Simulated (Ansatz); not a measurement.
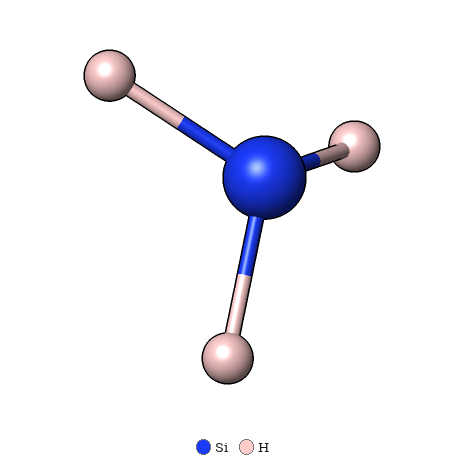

The species is neutral and a spin doublet. Harmonic vibrations computed with UKS PBE0-D4/def2-TZVP (Ansatz 0.2.0) at a stationary point of the same level.

Is this a minimum or a saddle point?

A minimum: no imaginary frequency, and the lowest mode lies at 747 cm⁻¹.

How many vibrational modes are there, and where do they lie?

6 modes: 747, 927, 927, 2204, 2242, 2242 cm⁻¹.
